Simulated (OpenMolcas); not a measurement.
**How basis sets differ on CH3Cl (SMILES CCl)**

CH3Cl has 5 atoms, charge 0, and is taken as a singlet. SMILES: `CCl`. The coordinates come from a PBE0-D4/def2-TZVP relaxation.

```csv
atom,x (Å),y (Å),z (Å)
C,-0.1209,0.0100,0.0513
Cl,1.4694,-0.2908,-0.6725
H,-0.2848,-0.7154,0.8447
H,-0.8800,-0.0971,-0.7201
H,-0.1338,1.0197,0.4551
```

Each level gives the dipole moment (D). The values are calculated.

**The experiment to reproduce.** NIST CCCBDB gives the dipole moment of the gas as 1.87 D.

| level | kind | program | value (D) | computed − measured | CPU time |
| --- | --- | --- | --- | --- | --- |
| B3PW91/def2-SV(P) | global hybrid | OpenMolcas | 1.87 | 0.00 | 3.1 s |
| B3PW91/def2-SVP | global hybrid | OpenMolcas | 1.87 | 0.00 | 3.3 s |
| B3PW91/def2-TZVP | global hybrid | OpenMolcas | 1.91 | +0.04 | 7.7 s |
| B3PW91/def2-TZVPP | global hybrid | OpenMolcas | 1.90 | +0.03 | 16 s |
| B3PW91/def2-QZVPP (RICD fitting) | global hybrid | OpenMolcas | 1.91 | +0.04 | 37 s |

Nearest: B3PW91/def2-SV(P) (0.00 D), B3PW91/def2-SVP (0.00 D); farthest: B3PW91/def2-TZVP (+0.04 D). The measured dipole is a vibrational average, so differences of a few hundredths of a debye mean little. CPU times are rough (shared hosts, several kinds of processor): they show what a rung costs within a factor of a few.

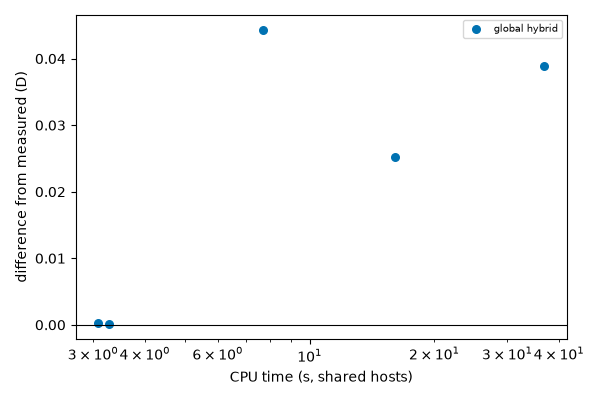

Difference from the measured value against processor time, one point a level.
